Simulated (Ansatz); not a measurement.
**A computed series for FeCo: pressure series**

Consider FeCo in the CsCl type structure (space group Pm-3m, No. 221; ferromagnetic).

```yaml
crystal:
  lattice:
    - [2.80013, 0.00000, 0.00000]
    - [0.00000, 2.80013, 0.00000]
    - [0.00000, 0.00000, 2.80013]
  atoms:
    - { symbol: Fe, position: [0.00000, 0.00000, 0.00000] }
    - { symbol: Co, position: [0.50000, 0.50000, 0.50000] }
```

Cell and atoms are relaxed at each pressure.

Method: DFT with PBEsol, PAW potentials and a 420 eV plane-wave cutoff in Ansatz (a program for electronic structure), without spin-orbit coupling, earlier PAW set.

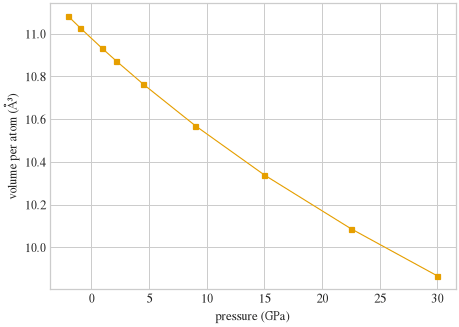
Volume against pressure

Problem. Estimate the zero-pressure bulk modulus from the plot.

Solution. About 220 GPa; a third-order Birch–Murnaghan fit to the points gives V₀ = 10.98 Å³/atom, B₀ = 216 GPa and B₀′ = 4.9.

The magnetic state is the one reached from the starting moments; the real material's order can differ, and small cells can't hold many antiferromagnetic ones. Load acts through the strain it causes; cell and atoms are relaxed under it. Whether these cells are dynamically stable was not tested. Competing high-pressure phases were not computed.
